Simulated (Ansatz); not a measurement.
CsPbBr₃ (cubic perovskite)

```
CsPbBr3
1.0
    6.00277     0.00000     0.00000
    0.00000     6.00277     0.00000
    0.00000     0.00000     6.00277
Cs Pb Br
1 1 3
Direct
  0.00000   0.00000   0.00000
  0.50000   0.50000   0.50000
  0.00000   0.50000   0.50000
  0.50000   0.50000   0.00000
  0.50000   0.00000   0.50000
```

In this cell atom 1 (Cs, nearest neighbour Br at 4.245 Å; its periodic images, 6.0 Å or more away, move with it) is moved by s along Cartesian [111], unit vector (0.577, 0.577, 0.577); all other atoms and the cell stay fixed.

The numbers are results of PBE (plane waves to 420 eV, PAW, scalar-relativistic; Ansatz, an electronic-structure program), not measurements. k mesh 5×5×5 (Γ-centred), Fermi-Dirac smearing 0.05 eV. E stands for the smeared free energy. F∥ is the force on the atom along that direction. CsPbBr3 was relaxed with its symmetry unable to fall. Spin-orbit coupling is left out, though Pb is heavy. The PAW data are Ansatz's earlier set. This is a high-temperature form of CsPbBr3. ΔE is measured from the undisplaced structure.

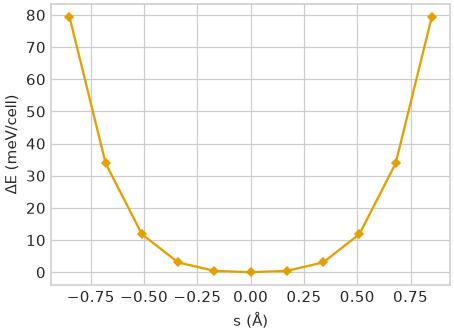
ΔE (meV/cell) against s (Å); computed points joined by lines.

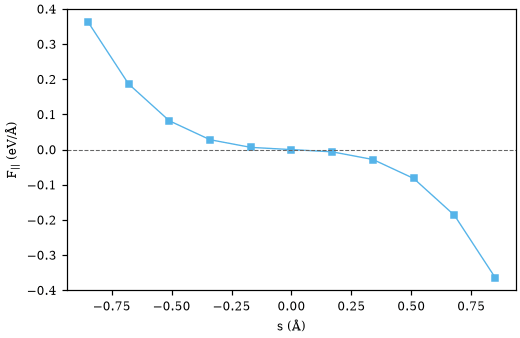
Fig. 1. F∥ (eV/Å) against s (Å); one marker a computed point.

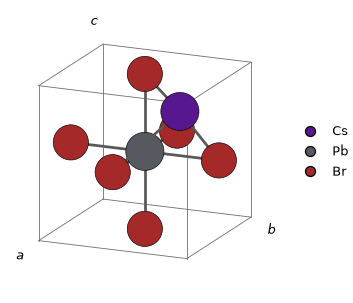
*The cell of the calculation at s = -0.850 Å.*

The force along the line at s = -0.850 Å is 0.364 eV/Å, the force constant k = d²E/ds² at s = 0 (finite differences) comes out as 0.02 eV/Å² and the energy at s = 0.850 Å is 79.5 meV/cell. Shape of the curve: a single well with its minimum at or next to zero displacement. Symmetry of the curve: even: the same for both signs.

The forces along the line at the two nearest points give (0.006 − (-0.006)) / (2·0.170) = 0.04 eV/Å²; the next pair corrects for the finite step.

(A displaced cell: forces are minus the slopes of the energy, force constants its curvatures, and phonons follow from these.)
